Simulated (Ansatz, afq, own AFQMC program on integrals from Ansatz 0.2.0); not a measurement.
**SiH2O (singlet): quantum Monte Carlo beside coupled cluster at distance Si1–O2 = 1.516 Å, cc-pVDZ**

How near does AFQMC come to the top of the ladder for SiH2O (singlet)?

The runs use Ansatz 0.2.0, Gaussian basis, and an in-house AFQMC program (afq) on its integrals; all values are calculated; cc-pVDZ, frozen cores.

The runs, in order: PBE (unrestricted); r2SCAN (unrestricted); PBE0 (unrestricted); B3LYP (unrestricted); wB97M-V (unrestricted); B2PLYP (unrestricted); CCSD(T) on RHF; CCSDT(Q) on RHF; Phaseless AFQMC, CISD trial on RHF; Phaseless AFQMC, single-determinant trial on RHF; Free-projection AFQMC, CISD trial on RHF; Free-projection AFQMC, CISD trial on RHF; UHF.

2 further runs of the same task are left out: 2 that didn't finish.

## (1) The system

The geometry derives from a PBE0/def2-TZVP stationary point (not a proven minimum). One bond is set to the value named and the two fragments are kept rigid.

4 atoms, charge 0, spin multiplicity 1.

Atoms are counted from 1 here; the program's logs count them from 0.

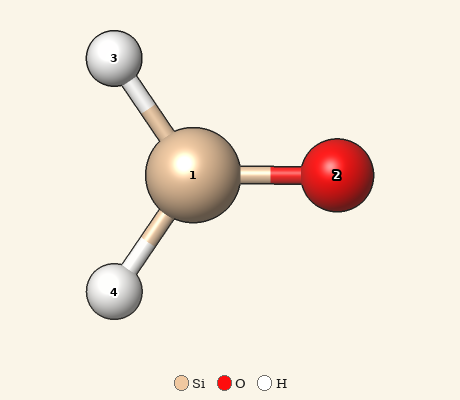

The geometry (silicon light orange, oxygen red, hydrogen white); atoms are numbered from 1 in the order of the file.

## (2) PBE (unrestricted)

Input file in.yaml:

```yaml
crystal:
  periodic: [false, false, false]
  atoms:
    - {symbol: Si, position_ang: [0.000000, 0.000000, 0.489694]}
    - {symbol: O, position_ang: [0.000000, 0.000000, -1.026105]}
    - {symbol: H, position_ang: [0.000000, 1.230909, 1.321383]}
    - {symbol: H, position_ang: [0.000000, -1.230909, 1.321383]}
basis:
  gaussian: {orbitals: cc-pVDZ}
magnetization: {spin_polarized: true, initial_magnetization: 0}
hamiltonian: {xc: {name: PBE}}
output: {orbitals: {seedname: orbitals}}
```

Run with:

```
> ansatz run in.yaml --threads 1 --pin off --events-out ev --progress --plain --max-ram 1382MiB
```

Output:

```text
Functional definition: PBE
  name "PBE"
  cite "Perdew, Burke & Ernzerhof, Phys. Rev. Lett. 77, 3865 (1996) doi:10.1103/PhysRevLett.77.3865"
  parent pbe
  parameter kappa = 0.804
  parameter beta = 0.06672455060314922
  exchange = pbe_x(kappa = kappa, mu = beta*pi^2/3)
  correlation = pbe_c(beta = beta)
489 factors; their error is unknown
mean field evaluation 1: about -9941.5705 eV, gradient 4.6e1 eV
mean field evaluation 2: about -9805.6093 eV, gradient 1.4e2 eV
mean field evaluation 4: about -9949.7285 eV, gradient 7.6e0 eV
mean field evaluation 8: about -9950.0547 eV, gradient 1.0e-1 eV
mean field evaluation 16: about -9950.0377 eV, gradient 2.7e-6 eV
mean field -9950.03774574 eV, -365.6571427780 hartree, gradient 2.7e-6 eV, S^2 0.000000; 0 other end points of the search recorded, 0 dependent functions left out
reference -9950.03777121 eV, -365.6571437140 hartree; 12, 12 occupied and 30, 30 virtual orbitals, 489 factors
Total energy: -9950.03777121 eV, -365.6571437140 hartree
```

Wall time 0.72 s (1 thread of Arm Neoverse V2, shared host).

From the report: ⟨S²⟩ of the determinant 0.000 (pure singlet: 0.00).

## (3) r2SCAN (unrestricted)

in.yaml, as its differences from that of step 2:

```diff
@@ -10,3 +10,2 @@
 magnetization: {spin_polarized: true, initial_magnetization: 0}
-hamiltonian: {xc: {name: PBE}}
-output: {orbitals: {seedname: orbitals}}
+hamiltonian: {xc: {name: r2SCAN}}
```

Same command.

Output:

```text
Functional definition: r2SCAN
  name "r2SCAN"
  cite "Furness, Kaplan, Ning, Perdew & Sun, J. Phys. Chem. Lett. 11, 8208 (2020) doi:10.1021/acs.jpclett.0c02405"
  cite "Furness, Kaplan, Ning, Perdew & Sun, J. Phys. Chem. Lett. 11, 9248 (2020) doi:10.1021/acs.jpclett.0c03077"
  parent r2scan
  parameter k0 = 0.174
  parameter k1 = 0.065
  parameter a1 = 4.9479
  exchange = r2scan_x(k0 = k0, k1 = k1, a1 = a1)
  correlation = r2scan_c
489 factors; their error is unknown
mean field evaluation 1: about -9947.1301 eV, gradient 4.3e1 eV
mean field evaluation 2: about -9844.6867 eV, gradient 1.3e2 eV
mean field evaluation 4: about -9954.4039 eV, gradient 5.4e0 eV
mean field evaluation 8: about -9954.5410 eV, gradient 4.0e-2 eV
mean field -9954.54098808 eV, -365.8226338818 hartree, gradient 5.2e-6 eV, S^2 0.000000; 0 other end points of the search recorded, 0 dependent functions left out
reference -9954.54099660 eV, -365.8226341948 hartree; 12, 12 occupied and 30, 30 virtual orbitals, 489 factors
Total energy: -9954.54099660 eV, -365.8226341948 hartree
```

Wall time 1.5 s (1 thread of Arm Neoverse V2, shared host).

From the report: ⟨S²⟩ of the determinant 0.000 (pure singlet: 0.00).

## (4) PBE0 (unrestricted)

in.yaml, as its differences from that of step 3:

```diff
@@ -10,2 +10,3 @@
 magnetization: {spin_polarized: true, initial_magnetization: 0}
-hamiltonian: {xc: {name: r2SCAN}}
+hamiltonian: {xc: {name: PBE0}}
+output: {orbitals: {seedname: orbitals}}
```

Same command.

Output:

```text
Functional definition: PBE0
  name "PBE0"
  cite "Adamo & Barone, J. Chem. Phys. 110, 6158 (1999) doi:10.1063/1.478522"
  cite "Perdew, Burke & Ernzerhof, Phys. Rev. Lett. 77, 3865 (1996) doi:10.1103/PhysRevLett.77.3865"
  parent pbe
  parameter a = 0.25
  parameter kappa = 0.804
  parameter beta = 0.06672455060314922
  exchange = (1 - a)*pbe_x(kappa = kappa, mu = beta*pi^2/3) + a*exact_x
  correlation = pbe_c(beta = beta)
397 factors; integrals over basis functions are off by at most 1.2e-3 eV
mean field evaluation 1: about -9943.9540 eV, gradient 4.1e1 eV
mean field evaluation 2: about -9883.7581 eV, gradient 1.1e2 eV
mean field evaluation 4: about -9950.5629 eV, gradient 2.3e0 eV
mean field evaluation 8: about -9950.6617 eV, gradient 3.0e-1 eV
mean field evaluation 16: about -9950.6621 eV, gradient 1.1e-5 eV
mean field -9950.66205154 eV, -365.6800855929 hartree, gradient 1.1e-5 eV, S^2 0.000000; 0 other end points of the search recorded, 0 dependent functions left out
reference -9950.66207089 eV, -365.6800863042 hartree; 12, 12 occupied and 30, 30 virtual orbitals, 397 factors
Total energy: -9950.66207089 eV, -365.6800863042 hartree
```

It took 0.87 s on 1 thread of Arm Neoverse V2, shared host.

From the report: ⟨S²⟩ of the determinant 0.000 (pure singlet: 0.00).

## (5) B3LYP (unrestricted)

in.yaml, as its differences from that of step 4:

```diff
@@ -10,3 +10,2 @@
 magnetization: {spin_polarized: true, initial_magnetization: 0}
-hamiltonian: {xc: {name: PBE0}}
-output: {orbitals: {seedname: orbitals}}
+hamiltonian: {xc: {name: B3LYP}}
```

The command is unchanged.

Output, cut to the lines that bear on the results:

```text
Functional definition: B3LYP
  name "B3LYP"
  cite "Stephens, Devlin, Chabalowski & Frisch, J. Phys. Chem. 98, 11623 (1994) doi:10.1021/j100096a001"
  cite "Becke, Phys. Rev. A 38, 3098 (1988) doi:10.1103/PhysRevA.38.3098"
  cite "Lee, Yang & Parr, Phys. Rev. B 37, 785 (1988) doi:10.1103/PhysRevB.37.785"
  cite "Vosko, Wilk & Nusair, Can. J. Phys. 58, 1200 (1980) doi:10.1139/p80-159"
[...]
397 factors; integrals over basis functions are off by at most 1.2e-3 eV
[...]
mean field -9956.88898706 eV, -365.9089212525 hartree, gradient 7.1e-5 eV, S^2 0.000000; 0 other end points of the search recorded, 0 dependent functions left out
reference -9956.88916497 eV, -365.9089277907 hartree; 12, 12 occupied and 30, 30 virtual orbitals, 397 factors
Total energy: -9956.88916497 eV, -365.9089277907 hartree
```

Wall time 0.87 s (1 thread of Arm Neoverse V2, shared host).

From the report: ⟨S²⟩ of the determinant 0.000 (pure singlet: 0.00).

## (6) wB97M-V (unrestricted)

in.yaml, as its differences from that of step 5:

```diff
@@ -10,2 +10,3 @@
 magnetization: {spin_polarized: true, initial_magnetization: 0}
-hamiltonian: {xc: {name: B3LYP}}
+hamiltonian: {xc: {name: wB97M-V}}
+output: {orbitals: {seedname: orbitals}}
```

Launched as before.

Output, cut to the lines that bear on the results:

```text
Functional definition: wB97M-V
  name "wB97M-V"
  cite "Mardirossian & Head-Gordon, J. Chem. Phys. 144, 214110 (2016) doi:10.1063/1.4952647"
  cite "Becke, J. Chem. Phys. 107, 8554 (1997) doi:10.1063/1.475007"
  cite "Vydrov & Van Voorhis, J. Chem. Phys. 133, 244103 (2010) doi:10.1063/1.3521275"
  # Of w^i u^j: cxij and so on, Table III.
[...]
  gx(w, u) = 1 - cx + cx01*u + cx10*w
  gss(w, u) = css00 + css04*u^4 + css10*w + css20*w^2 + css43*w^4*u^3
  gos(w, u) = cos00 + cos10*w + (cos20 + cos21*u)*w^2 + (cos60 + cos61*u)*w^6
[...]
      + integral(e_c_pw_mod_opposite_spin*gos(b97_w_opposite, b97_u_opposite)) + vv10(b, c)
397 factors; integrals over basis functions are off by at most 1.2e-3 eV
128 factors; integrals over basis functions are off by at most 7.3e-6 eV
[...]
mean field -9955.04648197 eV, -365.8412104396 hartree, gradient 4.8e-5 eV, S^2 0.000000; 0 other end points of the search recorded, 0 dependent functions left out
reference -9955.04651356 eV, -365.8412116004 hartree; 12, 12 occupied and 30, 30 virtual orbitals, 397 factors
Total energy: -9955.04651356 eV, -365.8412116004 hartree
```

Run time: 3.6 s. Hardware: 1 thread of Arm Neoverse V2, shared host.

From the report: ⟨S²⟩ of the determinant 0.000 (pure singlet: 0.00).

## (7) B2PLYP (unrestricted)

in.yaml, as its differences from that of step 6:

```diff
@@ -10,3 +10,3 @@
 magnetization: {spin_polarized: true, initial_magnetization: 0}
-hamiltonian: {xc: {name: wB97M-V}}
-output: {orbitals: {seedname: orbitals}}
+hamiltonian: {xc: {name: B2PLYP}}
+correlation: {electrons: outside_noble_gas}
```

Same command.

Output, cut to the lines that bear on the results:

```text
Functional definition: B2PLYP
  name "B2PLYP"
  cite "Grimme, J. Chem. Phys. 124, 034108 (2006) doi:10.1063/1.2148954"
  cite "Becke, Phys. Rev. A 38, 3098 (1988) doi:10.1103/PhysRevA.38.3098"
  cite "Lee, Yang & Parr, Phys. Rev. B 37, 785 (1988) doi:10.1103/PhysRevB.37.785"
[...]
397 factors; integrals over basis functions are off by at most 1.2e-3 eV
[...]
mean field -9948.51613255 eV, -365.6012245247 hartree, gradient 3.8e-6 eV, S^2 0.000000; 1 other end points of the search recorded, 0 dependent functions left out
6 core orbitals not correlated: weight in the atoms' cores, before any rotation towards them, 1.000 or more for the frozen orbitals, at most 0.000 for the correlated occupied ones
reference -9948.51624694 eV, -365.6012287286 hartree; 6, 6 occupied and 30, 30 virtual orbitals, 397 factors
second order -10.01342310 eV of doubles, -0.00000000 eV of singles
Total energy: -9951.21987118 eV, -365.7005850867 hartree
```

It took 1.2 s on 1 thread of Arm Neoverse V2, shared host.

From the report: ⟨S²⟩ of the determinant 0.000 (pure singlet: 0.00).

## (8) CCSD(T) on RHF

in.yaml, as its differences from that of step 7:

```diff
@@ -9,4 +9,3 @@
   gaussian: {orbitals: cc-pVDZ}
-magnetization: {spin_polarized: true, initial_magnetization: 0}
-hamiltonian: {xc: {name: B2PLYP}}
-correlation: {electrons: outside_noble_gas}
+magnetization: {spin_polarized: false}
+correlation: {method: ccsd_t, electrons: outside_noble_gas, hamiltonian_folder: ham}
```

The command is unchanged.

Output, cut to the lines that bear on the results:

```text
Functional definition: HF
  name "HF"
  cite "Fock, Z. Phys. 61, 126 (1930) doi:10.1007/BF01340294"
  parent pbe
[...]
397 factors; integrals over basis functions are off by at most 1.2e-3 eV
[...]
mean field -9930.13978238 eV, -364.9259061119 hartree, gradient 2.7e-6 eV, S^2 0.000000; 0 other end points of the search recorded, 0 dependent functions left out
6 core orbitals not correlated: weight in the atoms' cores, before any rotation towards them, 1.000 or more for the frozen orbitals, at most 0.000 for the correlated occupied ones
reference -9930.13978238 eV, -364.9259061119 hartree; 6, 6 occupied and 30, 30 virtual orbitals, 397 factors
second order -7.89908075 eV of doubles, -0.00000000 eV of singles
cycle   1  -7.84950397 eV  change    5.0e-2 eV  update   1.2e-1
[...]
cycle  10  -8.28591760 eV  change    1.1e-5 eV  update   1.0e-5
perturbative correction -0.26480706 eV, -0.0097314801 hartree
Total energy: -9938.69050704 eV, -365.2401394473 hartree
```

Run time: 0.3 s. Hardware: 1 thread of Arm Neoverse V2, shared host.

From the report: correlation -8.5507 eV; T1 0.025; largest double amplitude 0.09.

This run also writes the integrals to the folder ham.

## (9) CCSDT(Q) on RHF

in.yaml, as its differences from that of step 8:

```diff
@@ -10,2 +10,2 @@
 magnetization: {spin_polarized: false}
-correlation: {method: ccsd_t, electrons: outside_noble_gas, hamiltonian_folder: ham}
+correlation: {method: ccsdt_q, electrons: outside_noble_gas}
```

Launched as before.

Output, cut to the lines that bear on the results:

```text
Functional definition: HF
  name "HF"
  cite "Fock, Z. Phys. 61, 126 (1930) doi:10.1007/BF01340294"
  parent pbe
[...]
750 factors; integrals over basis functions are off by at most 2.4e-7 eV
[...]
mean field -9930.13990562 eV, -364.9259106409 hartree, gradient 2.9e-6 eV, S^2 0.000000; 0 other end points of the search recorded, 0 dependent functions left out
6 core orbitals not correlated: weight in the atoms' cores, before any rotation towards them, 1.000 or more for the frozen orbitals, at most 0.000 for the correlated occupied ones
reference -9930.13990562 eV, -364.9259106409 hartree; 6, 6 occupied and 30, 30 virtual orbitals, 750 factors
second order -7.89911768 eV of doubles, -0.00000000 eV of singles
cycle   1  -7.84950291 eV  change    5.0e-2 eV  update   1.3e-1
[...]
cycle  16  -8.57169762 eV  change    5.0e-7 eV  update   6.7e-7
perturbative correction -0.03557582 eV, -0.0013073872 hartree
Total energy: -9938.74717905 eV, -365.2422221054 hartree
```

Wall time 3.8 s (1 thread of Arm Neoverse V2, shared host).

From the report: correlation -8.6073 eV; T1 0.025; largest double amplitude 0.11.

[end of part 1 of 2]
